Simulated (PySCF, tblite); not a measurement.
**C₅H₆FNS: dynamics, then NMR shifts on frames, part 1 of 2**

How do NMR shifts of C₅H₆FNS (`CCc1sncc1F`) change as the atoms move?

The runs use tblite 0.8.0 and PySCF 2.14.0, with density-fitted response routines of our own; the level of theory stands in each step. All values are computed, except where a source is named. Atoms are numbered from 0 throughout.

### Step 1. Starting geometry

14 atoms, charge 0, multiplicity 1; geometry from: GFN2-xTB.

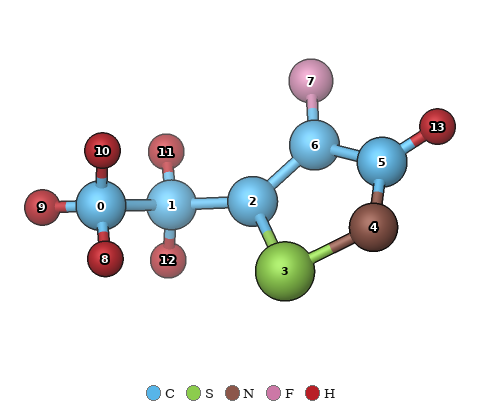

The starting geometry (carbon blue, sulfur green, nitrogen brown, fluorine pink, hydrogen red), atoms numbered; sticks join atoms by distance.

### Step 2. Dynamics with GFN2-xTB

The job: settings as JSON, then the geometry in Å.

```
{"job": {"kind": "md", "xc": "GFN2-xTB", "basis": "xTB", "temperature": 600, "steps": 2000, "every": 50, "frames": 5}, "charge": 0, "multiplicity": 1}
C     -2.017800    -0.593619     0.585479
C     -1.095534     0.297870    -0.245424
C      0.337449     0.004933     0.023782
S      1.052088    -1.554633    -0.143321
N      2.539366    -1.075375     0.320804
C      2.563155     0.198020     0.603548
C      1.327510     0.853572     0.449284
F      1.137706     2.160538     0.690280
H     -1.846280    -1.640996     0.347450
H     -3.056821    -0.353543     0.376249
H     -1.835803    -0.445412     1.647369
H     -1.281732     1.349736    -0.016325
H     -1.303619     0.140288    -1.307604
H      3.479637     0.658149     0.926287
```

Level: GFN2-xTB Langevin dynamics, gas phase.

The run is started by

```bash
> OMP_NUM_THREADS=1 python probes_run.py task.json out
```

One launch serves the whole session: the jobs run in the order shown.

The program printed:

```text
t/fs     T/K      E/eV
    0.0   464.8   -670.90241
   25.0   331.0   -670.32972
   50.0   376.8   -670.18875
   75.0   399.4   -670.22500
  100.0   406.7   -670.02912
  125.0   432.5   -670.02897
  150.0   518.0   -670.08121
  175.0   623.0   -670.14037
  200.0   538.1   -669.77998
  225.0   438.2   -669.50757
  250.0   848.6   -670.04522
  275.0   476.2   -669.51901
  300.0   620.2   -669.88557
  325.0   654.5   -669.79856
  350.0   773.2   -670.11756
  375.0   542.1   -669.62670
  400.0   546.9   -669.78288
  425.0   596.7   -669.60633
  450.0   603.0   -669.77366
  475.0   691.2   -669.68463
  500.0   755.4   -669.88044
  525.0   545.3   -669.75877
  550.0   512.4   -669.73591
  575.0   630.3   -669.80748
  600.0   633.3   -669.87579
  625.0   601.0   -669.84028
  650.0   552.5   -669.80976
  675.0   670.9   -670.07212
  700.0   559.4   -669.78258
  725.0   638.4   -669.83385
  750.0   694.2   -669.85505
  775.0   577.8   -669.75219
  800.0   793.9   -670.05016
  825.0   378.9   -669.73838
  850.0   495.6   -669.88541
  875.0   659.8   -669.99044
  900.0   669.3   -669.88113
  925.0   493.5   -669.64706
  950.0   697.5   -670.09162
  975.0   568.6   -670.01182
 1000.0   450.9   -669.91359
```

Run time: 13 s. Hardware: 1 thread of Intel Xeon Platinum 8375C at 2.90GHz, shared host; peak memory 0.18 GiB.

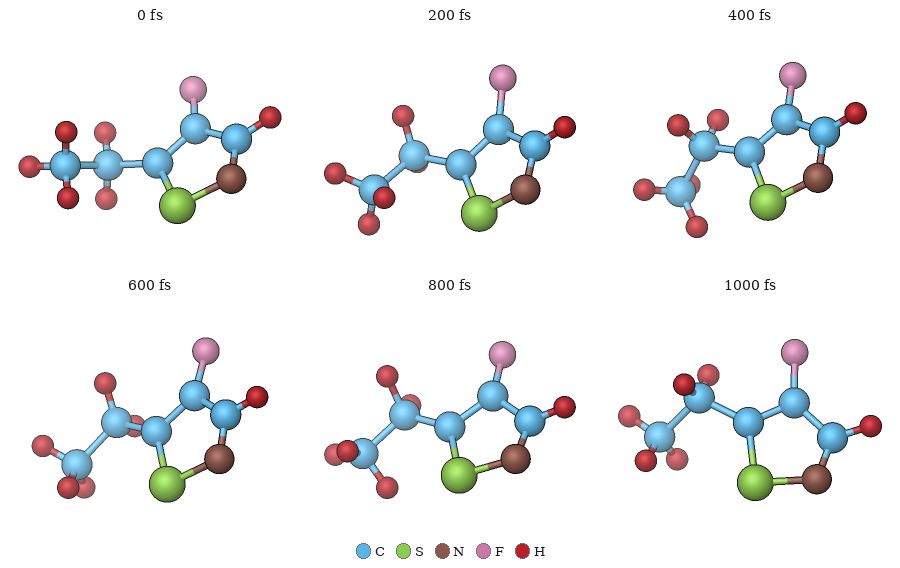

Frames of the run.

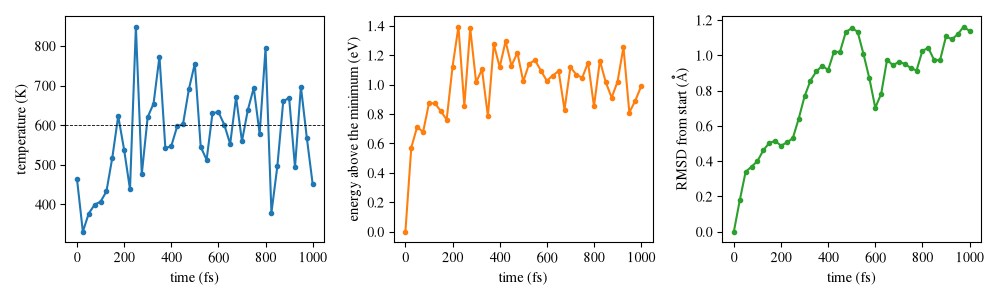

Temperature, potential energy and distance from the start.

Positions (Å) and forces (eV/Å) at 1000 fs:

```xyz
14

C    -1.385   -0.445    0.788    0.472   -0.661    3.935
C    -0.179   -0.092    1.817   -0.186    0.916   -5.711
C     1.149   -0.598    1.322   -1.687   -0.396   -0.293
S     1.381   -2.044    0.445    0.274   -0.695    0.024
N     3.018   -1.863    0.327   -0.732    0.034   -0.570
C     3.367   -0.697    0.756    0.692    0.859    1.867
C     2.330    0.042    1.397    0.358    2.098    0.690
F     2.283    1.330    2.051    0.895   -2.127   -1.219
H    -1.605   -1.506    0.893   -0.283    0.048    0.124
H    -1.082   -0.299   -0.161    0.964    0.742   -3.047
H    -2.258    0.172    1.022    0.293   -0.290    0.045
H    -0.390   -0.522    2.691   -0.839   -0.872    3.534
H    -0.093    0.980    1.667   -0.118    0.244    1.138
H     4.413   -0.478    0.928   -0.103    0.101   -0.517
```

### Step 3. Nuclear shieldings: 250 fs, PBE0/pcSseg-1

The job: settings as JSON, then the geometry in Å.

```
{"job": {"kind": "nmr", "xc": "PBE0", "basis": "pcSseg-1", "pop": false}, "charge": 0, "multiplicity": 1}
C     -1.933700    -0.859800    -0.423300
C     -1.034700     0.262700     0.095800
C      0.375800    -0.232300     0.289700
S      0.802700    -1.792100    -0.335500
N      2.388400    -1.786900    -0.026000
C      2.630800    -0.680800     0.474300
C      1.527700     0.311200     0.737900
F      1.758000     1.465500     1.312000
H     -1.528400    -1.089600    -1.409800
H     -3.002500    -0.528700    -0.314000
H     -1.960700    -1.731100     0.325400
H     -1.469500     0.646200     1.043200
H     -1.018300     1.069300    -0.634000
H      3.597600    -0.460400     0.959000
```

Level: GIAO PBE0/pcSseg-1 NMR shielding, non-relativistic, gas phase.

The program printed:

```text
coarse grid: 12928 points
cycle   1  E = -746.1910240531  dE =  1.476e+00  |g| = 4.749e-01  |ddm| = 3.701e+00
cycle   2  E = -746.1579353109  dE =  3.309e-02  |g| = 6.461e-01  |ddm| = 9.712e-01
cycle   3  E = -746.2325817676  dE = -7.465e-02  |g| = 1.116e-01  |ddm| = 6.118e-01
cycle   4  E = -746.2346337261  dE = -2.052e-03  |g| = 5.733e-02  |ddm| = 1.438e-01
cycle   5  E = -746.2354086155  dE = -7.749e-04  |g| = 1.002e-02  |ddm| = 6.627e-02
cycle   6  E = -746.2354244618  dE = -1.585e-05  |g| = 5.184e-03  |ddm| = 1.279e-02
cycle   7  E = -746.2354309678  dE = -6.506e-06  |g| = 1.107e-03  |ddm| = 6.045e-03
final grid: 122616 points
cycle   8  E = -746.2899499142  dE = -2.446e-05  |g| = 8.812e-03  |ddm| = 3.180e-02
cycle   9  E = -746.2899286489  dE =  2.127e-05  |g| = 1.262e-02  |ddm| = 2.338e-02
cycle  10  E = -746.2899689544  dE = -4.031e-05  |g| = 1.310e-03  |ddm| = 1.527e-02
cycle  11  E = -746.2899693839  dE = -4.295e-07  |g| = 2.534e-04  |ddm| = 1.470e-03
cycle  12  E = -746.2899693967  dE = -1.286e-08  |g| = 1.083e-04  |ddm| = 3.215e-04
cycle  13  E = -746.2899693990  dE = -2.300e-09  |g| = 2.584e-05  |ddm| = 1.083e-04
cycle  14  E = -746.2899693992  dE = -1.482e-10  |g| = 7.862e-06  |ddm| = 3.328e-05
converged SCF energy = -746.2899693992

GIAO shielding tensors (ppm)
atom      isotropic    diamagn.    paramagn.     s11        s22        s33       span
  0 C      165.523     249.449     -83.926    145.344    169.501    181.723     36.380
  1 C      162.317     244.019     -81.702    155.548    161.022    170.380     14.831
  2 C       39.105     266.642    -227.537    -17.209     -1.166    135.690    152.899
  3 S      141.486    1058.828    -917.342     18.697     64.571    341.190    322.493
  4 N      -25.612     338.208    -363.820   -248.281   -113.759    285.203    533.484
  5 C       33.530     256.148    -222.618    -23.859     27.667     96.782    120.641
  6 C       22.199     246.031    -223.832    -42.238     41.545     67.290    109.528
  7 F      328.928     473.535    -144.607    237.896    294.646    454.243    216.347
  8 H       29.193      29.197      -0.004     24.746     28.511     34.321      9.575
  9 H       28.861      27.017       1.844     23.961     26.603     36.020     12.059
 10 H       28.561      28.647      -0.085     24.282     28.369     33.033      8.751
 11 H       28.281      29.593      -1.311     22.548     27.932     34.364     11.816
 12 H       28.957      30.183      -1.226     23.682     28.170     35.018     11.336
 13 H       23.724      27.359      -3.634     19.775     24.574     26.823      7.048
```

Run time: 20 s. Hardware: 1 thread of Intel Xeon Platinum 8375C at 2.90GHz, shared host; peak memory 0.77 GiB.

The references, computed at this level on geometries of the same kind, shield at (ppm): ¹H TMS 31.72, ¹³C TMS 186.9, ¹⁹F CFCl3 170.9, ¹⁵N NH3 267.7, ³³S CS2 504. Their shielding less the atom's gives the shift. The references are single molecules in the gas phase, so shifts against H2O, NH3, PH3, H3PO4 or CFCl3 are not on the usual liquid scales and can be off by tens of ppm. Each atom is listed at this fixed geometry, with no averaging over motion; a spectrum would average atoms that exchange fast.

| atoms | environment | σ (ppm) | δ (ppm) |
| --- | --- | --- | --- |
| C6 | aromatic carbon bearing fluorine | 22.2 | 164.7 |
| C5 | aromatic CH next to a ring nitrogen | 33.5 | 153.4 |
| C2 | substituted aromatic carbon next to the ring sulfur | 39.1 | 147.8 |
| C1 | sp3 CH2 on an aromatic ring | 162.3 | 24.6 |
| C0 | methyl carbon | 165.5 | 21.4 |
| H13 | hydrogen on an aromatic CH next to a ring nitrogen | 23.72 | 7.99 |
| H11 | hydrogen on an sp3 CH2 on an aromatic ring | 28.28 | 3.44 |
| H10 | hydrogen on a methyl carbon | 28.56 | 3.16 |
| H9 | hydrogen on a methyl carbon | 28.86 | 2.86 |
| H12 | hydrogen on an sp3 CH2 on an aromatic ring | 28.96 | 2.76 |
| H8 | hydrogen on a methyl carbon | 29.19 | 2.52 |
| S3 | aromatic ring sulfur | 141 | 362 |
| N4 | pyridine-type nitrogen of an azole | -25.6 | 293.3 |
| F7 | aryl fluorine | 328.9 | -158.0 |

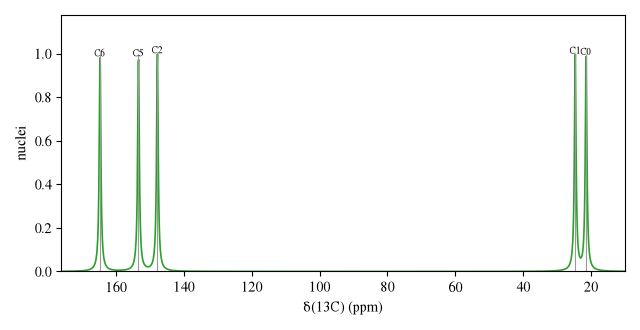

¹³C lines at the computed shifts, without couplings. Lines are broadened to a width of 0.57 ppm (Lorentzian).

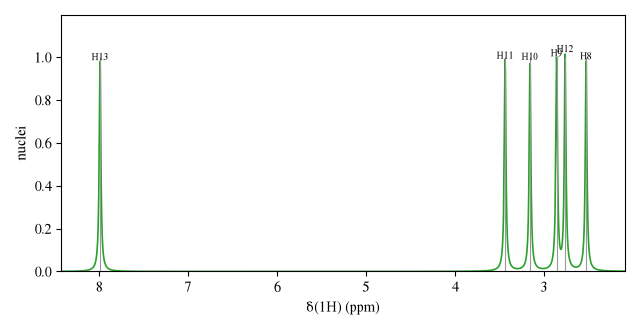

¹H lines at the computed shifts, without couplings. Lines are broadened to a width of 0.02 ppm (Lorentzian).

Ring of atoms C2, S3, N4, C5, C6: NICS(0) -12.6, NICS(1) -10.2, NICS(1)zz -23.8 ppm (means of both faces).

### Step 4. Shielding tensors: 425 fs, PBE0/pcSseg-1

The job: settings as JSON, then the geometry in Å.

```
{"job": {"kind": "nmr", "xc": "PBE0", "basis": "pcSseg-1", "pop": false}, "charge": 0, "multiplicity": 1}
C     -1.530500    -0.598500    -1.103900
C     -0.923900    -0.133600     0.273600
C      0.555100    -0.461900     0.371400
S      1.063900    -2.141700    -0.173000
N      2.614300    -2.089300     0.531300
C      2.713400    -0.953100     1.274300
C      1.638000    -0.021600     1.135300
F      1.477500     1.321600     1.448600
H     -0.868200    -1.395500    -1.394600
H     -1.403900     0.349400    -1.654600
H     -2.557800    -0.979500    -0.833200
H     -1.427400    -0.586500     1.121900
H     -1.128800     0.914100     0.515600
H      3.620900    -0.682700     1.757900
```

Level: GIAO PBE0/pcSseg-1 NMR shielding, non-relativistic, gas phase.

The program printed:

```text
coarse grid: 12928 points
cycle   1  E = -746.1662592757  dE =  9.868e-01  |g| = 5.035e-01  |ddm| = 3.589e+00
cycle   2  E = -746.1109598533  dE =  5.530e-02  |g| = 7.626e-01  |ddm| = 1.064e+00
cycle   3  E = -746.2117344353  dE = -1.008e-01  |g| = 1.335e-01  |ddm| = 7.002e-01
cycle   4  E = -746.2140047970  dE = -2.270e-03  |g| = 8.805e-02  |ddm| = 1.706e-01
cycle   5  E = -746.2158492635  dE = -1.844e-03  |g| = 1.755e-02  |ddm| = 9.011e-02
cycle   6  E = -746.2159101654  dE = -6.090e-05  |g| = 6.405e-03  |ddm| = 1.911e-02
cycle   7  E = -746.2159197331  dE = -9.568e-06  |g| = 2.480e-03  |ddm| = 8.248e-03
final grid: 122616 points
cycle   8  E = -746.2724370562  dE = -1.777e-05  |g| = 1.136e-02  |ddm| = 2.983e-02
cycle   9  E = -746.2723667797  dE =  7.028e-05  |g| = 1.967e-02  |ddm| = 3.100e-02
cycle  10  E = -746.2724703095  dE = -1.035e-04  |g| = 1.647e-03  |ddm| = 2.132e-02
cycle  11  E = -746.2724710006  dE = -6.911e-07  |g| = 4.365e-04  |ddm| = 1.854e-03
cycle  12  E = -746.2724710372  dE = -3.660e-08  |g| = 2.246e-04  |ddm| = 5.893e-04
cycle  13  E = -746.2724710482  dE = -1.092e-08  |g| = 8.738e-05  |ddm| = 2.373e-04
cycle  14  E = -746.2724710498  dE = -1.601e-09  |g| = 2.629e-05  |ddm| = 8.655e-05
cycle  15  E = -746.2724710499  dE = -1.655e-10  |g| = 4.166e-06  |ddm| = 2.687e-05
converged SCF energy = -746.2724710499

GIAO shielding tensors (ppm)
atom      isotropic    diamagn.    paramagn.     s11        s22        s33       span
  0 C      163.589     251.416     -87.827    138.810    168.418    183.538     44.729
  1 C      156.485     247.769     -91.285    140.334    157.055    172.065     31.731
  2 C      -17.062     261.399    -278.460   -112.800    -32.989     94.604    207.404
  3 S      -10.880    1057.375   -1068.255   -272.492     57.410    182.443    454.935
  4 N     -126.160     331.743    -457.903   -411.828   -192.715    226.063    637.891
  5 C       26.968     255.576    -228.608    -55.718     19.334    117.287    173.005
  6 C       14.541     251.075    -236.534    -59.479     38.899     64.205    123.684
  7 F      309.922     476.798    -166.876    203.331    316.020    410.417    207.086
  8 H       30.180      31.282      -1.102     23.382     31.389     35.769     12.387
  9 H       28.189      29.084      -0.895     22.884     27.738     33.943     11.059
 10 H       28.393      27.995       0.398     24.251     25.921     35.007     10.756
 11 H       29.026      31.329      -2.303     24.597     27.435     35.046     10.448
 12 H       28.335      31.768      -3.433     23.637     28.033     33.335      9.698
 13 H       23.146      27.843      -4.697     21.044     23.546     24.850      3.806
```

Run time: 20 s. Hardware: 1 thread of Intel Xeon Platinum 8375C at 2.90GHz, shared host; peak memory 0.79 GiB.

This run: δ C2 204.0, C6 172.4, C5 160.0, C1 30.4, H13 8.57, H9 3.53 ppm.

(Continued in part 2 of 2.)
